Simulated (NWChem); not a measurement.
**Run report: C$_{2}$H$_{3}$F$_{3}$, single-point calculation**

System: C$_{2}$H$_{3}$F$_{3}$, multiplicity 3.
Method: BLYP/def2-SVP, UKS (NWChem 7.3.0).

The run did not end well. The geometry is that of the parent species in another charge or spin state. The geometry comes from this level: PBE0-D4/def2-TZVP.

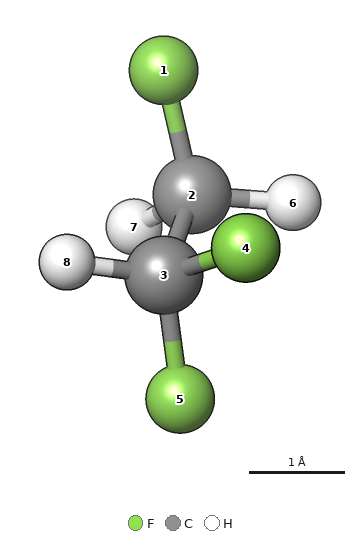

Fig. 1: The structure as given in the input (ball-and-stick view, seen at an oblique angle; atoms are numbered from 1 in the order of the input). Bond lengths as drawn: C–C 1.51 Å, C–F 1.35 to 1.37 Å and C–H 1.09 Å.

## Input file
```python
from ase.io import read
from ase.calculators.nwchem import NWChem

atoms = read('mol.xyz')

calc = NWChem(
    label='mol',
    theory='dft',
    memory='2200 mb',
    basis='def2-SVP',
    basispar='spherical bse',
    dft={'xc': 'becke88 lyp', 'mult': '3', 'grid': 'xfine', 'convergence': 'energy 1e-08', 'iterations': '100', 'mulliken': None},
    task='energy',
)
atoms.calc = calc

e = atoms.get_potential_energy()
print(f"E = {e:.6f} eV")
```

## File mol.xyz
```
8

F     -1.142800    -0.681000     1.163100
C     -0.188200     0.195100     0.711800
C      0.172900    -0.152400    -0.711300
F      0.824200    -1.335800    -0.756500
F      1.011700     0.803600    -1.182200
H      0.701700     0.118900     1.342500
H     -0.588500     1.211500     0.747300
H     -0.698800    -0.217000    -1.370500
```

## File mol.nwi
```
title "mol"

permanent_dir mol

scratch_dir mol

start mol

geometry units angstrom nocenter noautosym noautoz
  F  -1.1428000000000000e+00 -6.8100000000000005e-01 1.1631000000000000e+00
  C  -1.8820000000000001e-01 1.9510000000000000e-01 7.1179999999999999e-01
  C  1.7290000000000000e-01 -1.5240000000000001e-01 -7.1130000000000004e-01
  F  8.2420000000000004e-01 -1.3358000000000001e+00 -7.5649999999999995e-01
  F  1.0117000000000000e+00 8.0359999999999998e-01 -1.1821999999999999e+00
  H  7.0169999999999999e-01 1.1890000000000001e-01 1.3425000000000000e+00
  H  -5.8850000000000002e-01 1.2115000000000000e+00 7.4729999999999996e-01
  H  -6.9879999999999998e-01 -2.1700000000000000e-01 -1.3705000000000001e+00
end

memory 2200 mb

basis spherical bse noprint
   * library def2-SVP
end

dft
  xc becke88 lyp
  mult 3
  grid xfine
  convergence energy 1e-08
  iterations 100
  mulliken
end

task dft energy
```

Command:
```bash
export ASE_NWCHEM_COMMAND="nwchem PREFIX.nwi > PREFIX.nwo"
python run.py
```

## What the run reported

| quantity | value |
| --- | --- |
| outcome | stopped at the time limit |
| basis functions | 85 |
| hardware | 1 thread of Intel Xeon @ 2.50GHz (Skylake/Cascade Lake), 16 GiB of memory available, shared host |
| wall time | 4.9 min |
| peak memory | 0.077 GiB |

## What went wrong

The run was cut off by its time limit, so the output is incomplete.
